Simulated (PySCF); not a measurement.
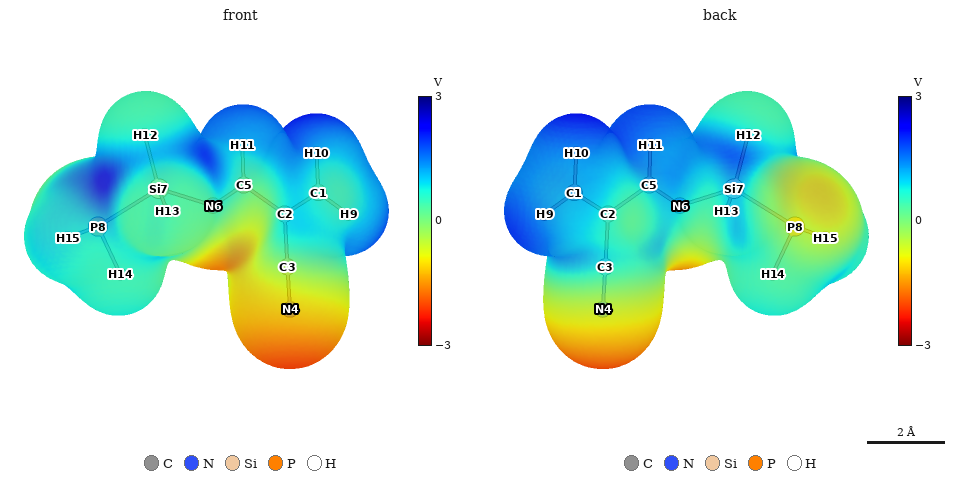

*C₄H₇N₂PSi (SMILES C=C(C#N)/C=N/[SiH2]P). The molecular electrostatic potential painted on the density surface at 0.004 e/bohr³, seen from the front and from behind; red is negative and blue positive.*

Geometry: GFN2-xTB.

The calculation used PBE0/pcSseg-1, SCF density, gas phase, non-relativistic in PySCF 2.14.0.

Input

```
{"job": {"kind": "nmr", "xc": "PBE0", "basis": "pcSseg-1"}, "charge": 0, "multiplicity": 1}
C     -2.976087    -0.665175    -0.597394
C     -1.878020     0.004218    -0.222841
C     -1.879671     1.424810    -0.186643
N     -1.895239     2.569126    -0.170347
C     -0.634750    -0.668780     0.150318
N      0.376770    -0.022659     0.522867
Si     2.003740    -0.361169     0.909880
P      3.084527     0.318897    -0.941724
H     -3.884744    -0.155889    -0.870738
H     -2.982455    -1.741998    -0.636738
H     -0.672086    -1.762958     0.079252
H      2.418013    -1.751451     1.147619
H      2.219932     0.472097     2.089338
H      2.505884     1.572956    -0.974551
H      4.189772     0.775966    -0.248421
```

Run with:

```sh
OMP_NUM_THREADS=1 python probes_run.py task.json out
```

Which sites attract a positive test charge, and which a negative one?

Answer. A positive charge is drawn to the negative regions and a negative charge to the positive ones. The most negative region (about −2.0 V, or −46 kcal/mol for a unit charge) lies over N4, the most positive (about +2.1 V, or +48 kcal/mol for a unit charge) over Si7 and H10. N4 is the likeliest acceptor of a hydrogen bond.

How polar is the molecule by this calculation?

Answer. Its dipole moment is 4.35 D.
